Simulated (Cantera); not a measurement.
Feed: 1 mol SiHCl3, 180 mol N2, at 21.0 mbar.

Method: chemical equilibrium by Gibbs-energy minimisation in Cantera with the NASA 1993 tables (ideal gas, pure condensed phases). Candidate condensed phases: NH4Cl, Si, Si3N4; 28 gas species. N2 is the only nitrogen source here; it is nearly inert below about 1500 K, so the nitride shown seldom forms there in practice. The tables' values for SiCl3 are old estimates; treat these amounts as uncertain. Kinetics and transport are ignored.

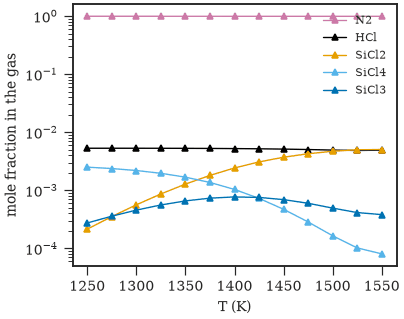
*Equilibrium gas composition (values under 1e-9 drawn at 1e-9)*

Problem. Read off the mole fractions at 1300 K.

Solution. N2 about 0.99, HCl about 0.0053, SiCl4 about 0.0022, SiCl2 about 0.00056, SiCl3 about 0.00046.
